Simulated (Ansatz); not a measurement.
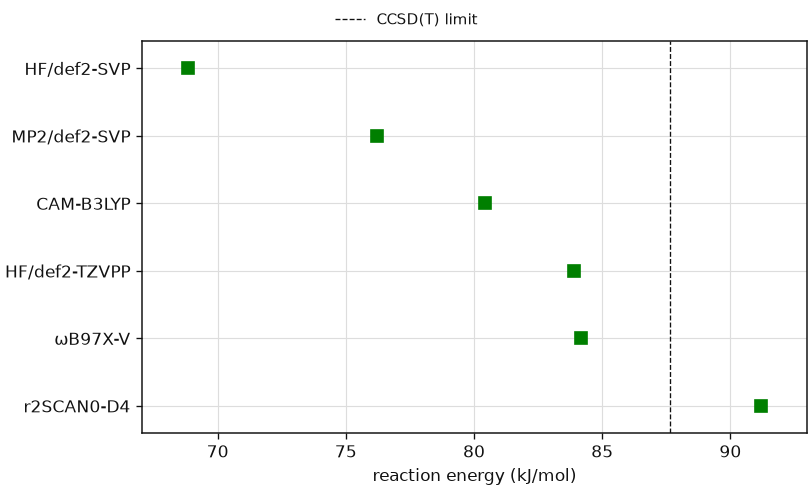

Electronic reaction energy of BSiH₅O₄ (BO[Si](O)(O)O) + H₂ ([H][H]) → SiH₄O₃ (O[SiH](O)O) + BH₃O (BO) (SMILES in brackets) at several levels (functionals in def2-TZVPP unless a basis is named), isolated molecules at PBE0-D4 triple-zeta geometries, minima by their frequencies, no zero-point or thermal terms, the Ansatz code 0.2.0. The line is frozen-core CCSD(T) at the basis limit (MP2 extrapolated from triple and quadruple zeta, plus CCSD(T) less MP2 in a smaller set). No dispersion term is added to CAM-B3LYP. The distance of HF/def2-SVP and MP2/def2-SVP to the limit includes basis error.

**What range do the values span, the line included?**

From 68.8 kJ/mol (HF/def2-SVP) to 91.2 kJ/mol (r2SCAN0-D4).

**What do zero-point energy and temperature add?**

Zero-point change 19.5 kJ/mol; at 298.15 K and 1 bar the CCSD(T) limit plus thermal terms gives an enthalpy of reaction of 101.5 and a free energy of 91.1 kJ/mol (harmonic PBE0-D4 modes, ideal gas).

Note: one conformer of each flexible molecule.
